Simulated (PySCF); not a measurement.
```xyz
9
charge 0, multiplicity 1
C    -1.2106    0.3421   -0.0062
Si    0.3592   -0.6693   -0.0509
C     1.8209    0.4798    0.0863
N     2.7130    1.2165    0.1682
H    -1.2881    0.8992    0.9391
H    -2.0858   -0.3198   -0.0928
H    -1.2346    1.0614   -0.8381
H     0.5255   -1.4093   -1.3330
H     0.4582   -1.6178    1.0936
```

Work out the structure from the coordinates.

It has 9 atoms: 2 carbon, 5 hydrogen, 1 nitrogen and 1 silicon (C2H5NSi). SMILES: `C[SiH2]C#N`. It has no ring. Among its groups: nitrile, Si–H bond. This geometry has Cs symmetry. Coordination: 1 C tetrahedral; 1 Si tetrahedral; 1 C linear.

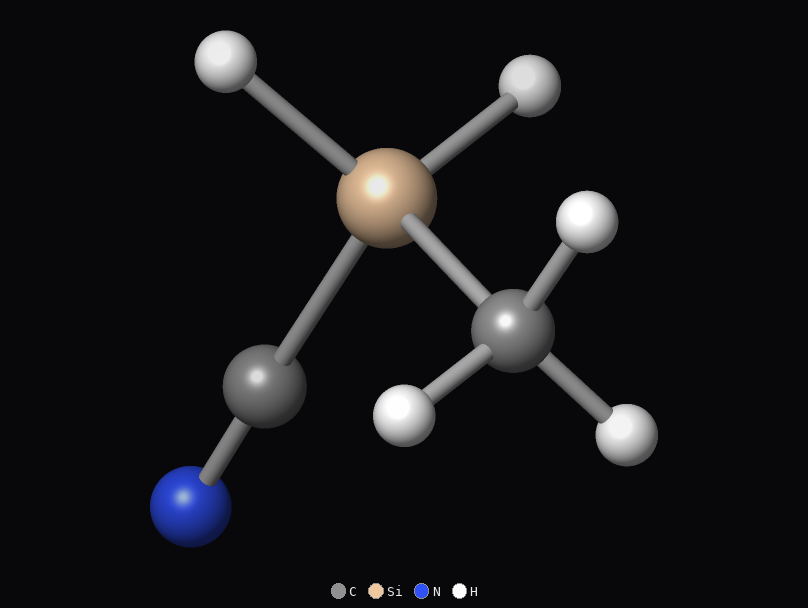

Simulated data, not a measurement (program: PySCF).
